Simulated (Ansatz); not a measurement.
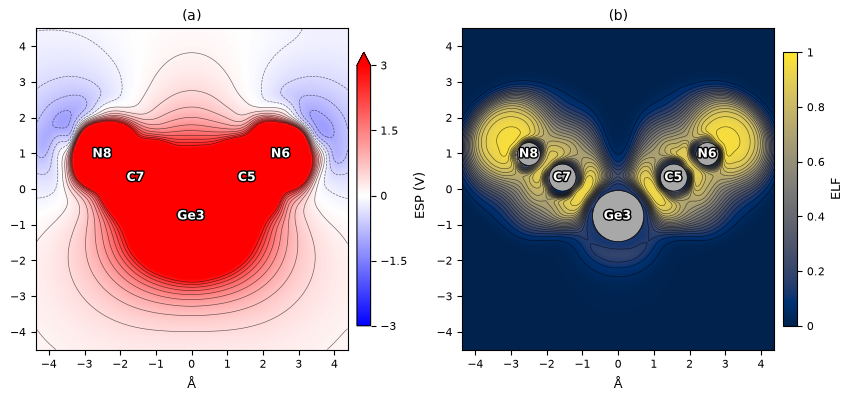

Figure 1: C3FGeN3. (a) electrostatic potential; (b) electron localisation function on the plane of atoms C5, Ge3 and C7. Grey discs cover the atomic cores in the ELF map.

Geometry: PBE0-D4/def2-TZVP.

These are results of RKS PBE0-D4/def2-TZVPP in Ansatz, not measurements.

| atom | x (Å) | y (Å) | z (Å) |
| --- | --- | --- | --- |
| N | 2.5501 | 0.1830 | 1.4788 |
| C | 1.6403 | 0.1274 | 0.7776 |
| Ge | 0.1275 | 0.0328 | -0.3600 |
| F | 0.6563 | 0.2149 | -1.9708 |
| C | -1.0885 | 1.4333 | 0.0294 |
| N | -1.8280 | 2.2782 | 0.2783 |
| C | -0.7233 | -1.6531 | -0.1997 |
| N | -1.2420 | -2.6735 | -0.0892 |

### Interpret the plot.

- Atoms in the plane: Ge, C and N.
- C–N (1.15 Å): the ELF peaks at about 0.85 between the atoms; a short, multiple covalent bond.
- C–Ge (1.90 Å): the ELF peaks at about 0.95 in the valence shell of C, 0.7 Å from its nucleus, and is about 0.65 at the midpoint.
- The ELF also peaks beside N8 and N6, away from the bonds: lone-pair regions.
- Outside the dense part of the molecule the potential is most negative (−1.1 V) near N6 and N8.
